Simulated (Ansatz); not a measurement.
The starting structures come from a database of crystals and need not be the phases stable at ambient conditions.

 Where the default PAW files enter, the runs use the earlier of Ansatz's two default sets.

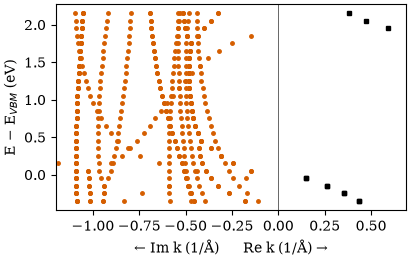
Fig. 1. Complex bands at the centre of the two-dimensional zone; PBEsol (Ansatz, a first-principles code)

The gap is the functional's own, uncorrected, and κ follows it; spin-orbit coupling is left out. Mid-gap values are interpolated between the computed energies.

Problem. This is Ba₂NaReO₆ (Fm-3m, not sure to be the ambient phase, 10 atoms a cell, 14.9 Å³ an atom, -7 GPa at this level) along the normal of (001). Read off the slowest decay at the centre of the two-dimensional zone at 0.95 eV, the computed energy nearest the middle of the gap.

Solution. κ ≈ 0.39 1/Å, a decay length 1/(2κ) of the density of 1.3 Å.
